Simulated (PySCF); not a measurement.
## A study: C3H5BrF, doublet, SMILES `FCC[CH]Br`

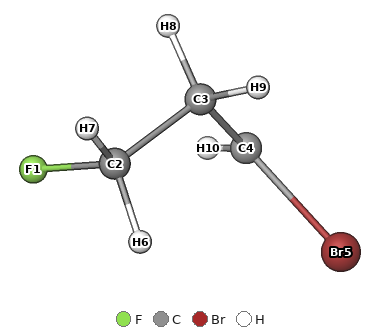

The molecule, with its atoms numbered as below. No frequency check shows the geometry to be a minimum.

Geometry (Å), atoms numbered from 1:

```
F1      -2.7161    0.6897    0.4450
C2      -2.0524    0.1564   -0.6279
C3      -1.1706   -1.0230   -0.1747
C4      -0.0577   -0.6010    0.7000
Br5      1.4631    0.1543   -0.0575
H6      -1.4486    0.9591   -1.0638
H7      -2.8145   -0.1778   -1.3389
H8      -1.8043   -1.7269    0.3704
H9      -0.7891   -1.5044   -1.0779
H10     -0.2225   -0.3523    1.7330
```

Part 1: Bonding charge

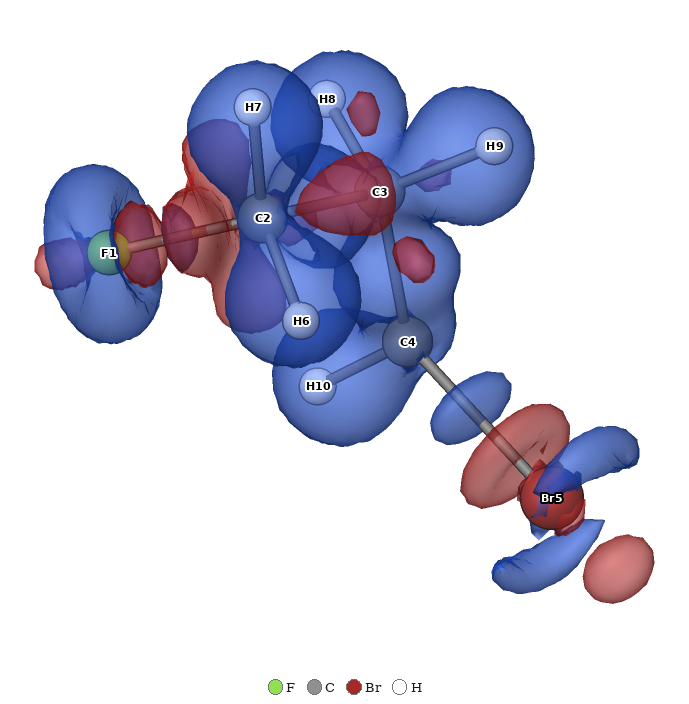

Deformation density (molecule less spherical, spin-averaged free atoms at the same positions), surfaces at ±0.09 e/Å³; blue: gain, red: loss.

Computed with PySCF, PBE0/aug-cc-pVDZ, geometry: GFN2-xTB. The stability of the open-shell solution wasn't checked. GFN2-xTB doesn't know the spin state, so this open-shell geometry is rough.

**Describe the bonding that the map shows.**

C2–H6: +0.77 e/Å³ at the bond critical point (bond length 1.09 Å). C2–H7: +0.76 e/Å³ at the bond critical point (bond length 1.09 Å). C4–H10: +0.76 e/Å³ at the bond critical point (bond length 1.07 Å). C3–H9: +0.68 e/Å³ at the bond critical point (bond length 1.09 Å). C3–H8: +0.68 e/Å³ at the bond critical point (bond length 1.09 Å). C3–C4: +0.49 e/Å³ at the bond critical point (bond length 1.48 Å). C2–C3: +0.46 e/Å³ at the bond critical point (bond length 1.54 Å). C4–Br5: +0.18 e/Å³ at the bond critical point (bond length 1.86 Å). F1–C2: −0.12 e/Å³ at the bond critical point (bond length 1.37 Å); up to 0.6 Å beside the axis the gain reaches +0.18 e/Å³. In all, 2.3 electrons gather in the regions of gain relative to the promolecule. A small or negative value marks a very polar bond, one between electron-rich atoms, whose free-atom densities already overlap strongly, a long bond to a heavier atom, or a closed-shell contact such as a hydrogen bond.

**Where do the Hirshfeld charges lie?**

The highest Hirshfeld charge is on H8 (+0.06 e), the lowest on F1 (−0.12 e).

| atom | charge (e) |
| --- | --- |
| F1 | −0.12 |
| C2 | +0.02 |
| C3 | −0.10 |
| C4 | −0.05 |
| Br5 | 0.00 |
| H6 | +0.04 |
| H7 | +0.05 |
| H8 | +0.06 |
| H9 | +0.05 |
| H10 | +0.05 |

Part 2: Bond critical points

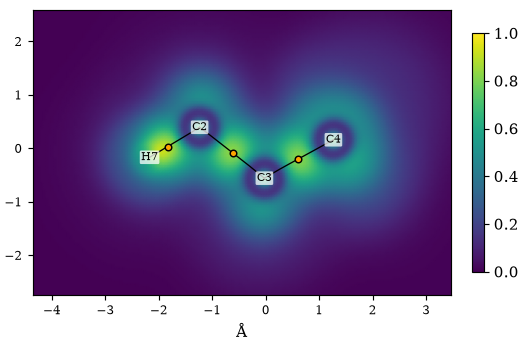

Localised orbital locator (LOL) in the plane of C2, C3, C4 and H7, with bond paths and bond critical points (dots).

**What values does LOL take at the bond critical points in this plane?**

C2–H7: about 0.90; C2–C3: about 0.82; C3–C4: about 0.81. Values above 0.5 mark slow, localised electrons, as in shared pairs; low values at a critical point mark a polar or closed-shell contact whose critical point lies between the shells.

**Where along C2–H7 does the critical point lie?**

0.70 Å from C2 and 0.40 Å from H7.

Part 3: Local ionisation energy

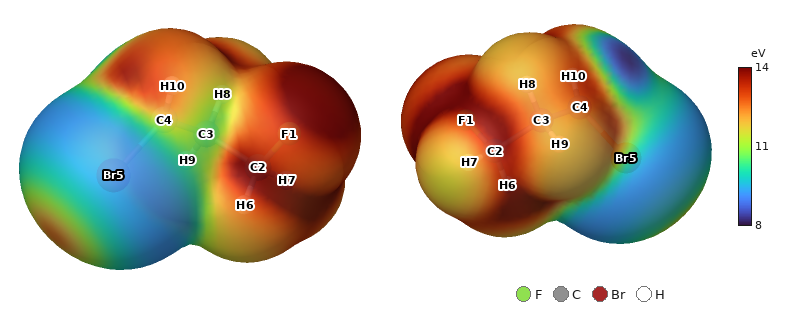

Average local ionisation energy on the surface of electron density 0.001 a.u. (back view left, front view right).

**Where are the most loosely bound electrons on this surface?**

The lowest value is 8.4 eV, off the C4–H10 bond (2.0 to 2.2 Å from its atoms). Further minima include 9.1 eV, near Br5 (2.29 Å) and H9 (2.49 Å); 11.5 eV, 1.3 Å from H7; 11.9 eV, 1.3 Å from H8. For comparison, the highest occupied orbital lies at −6.1 eV.

Part 4: Spin density

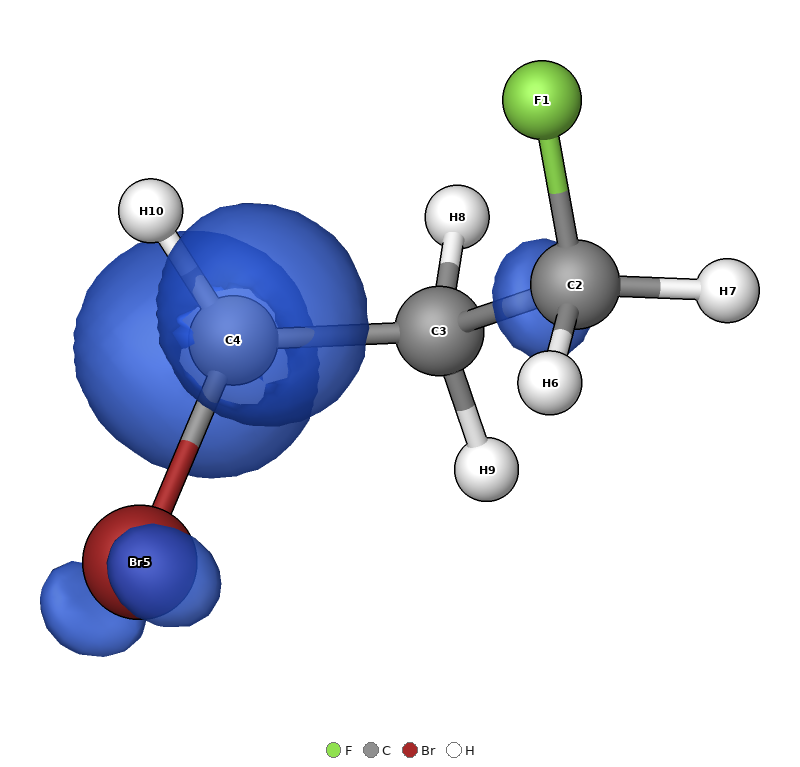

Spin density ρα − ρβ at ±0.05 e/Å³ (blue: excess α, red: excess β).

**Give the atomic spin populations that go with this picture.**

Hirshfeld spin populations: C4 +0.67, Br5 +0.15, C2 +0.05, H10 +0.04 and C3 +0.04. ⟨S²⟩ = 0.76, against 0.75 for a pure state.

Part 5: In an electric field

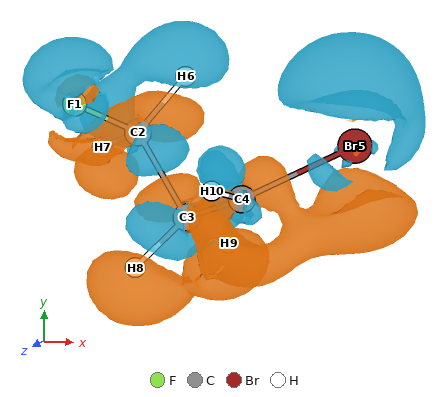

Change of the electron density in a uniform field of 0.10 V/Å, surfaces at ±0.0008 e/Å³ (light blue: gain, orange: loss).

Computed with PySCF, PBE0/def2-TZVP, geometry: GFN2-xTB. A basis without diffuse functions makes polarisabilities too small. The stability of the open-shell solution wasn't checked. GFN2-xTB doesn't know the spin state, so this open-shell geometry is rough.

**Along which Cartesian direction does the field point?**

Along −y: electrons gather on the +y side, against the field.

**What dipole is induced, and what polarisability does it imply?**

The induced dipole is 0.25 D (along the field); α along this axis, from the fields in both directions, is 48 bohr³ (7.2 Å³).

**Which atoms gain and lose the most charge?**

Electrons gather most on Br5 (Hirshfeld charge changes by −0.005 e) and leave H8 most (+0.003 e); 0.025 electrons are displaced in all.
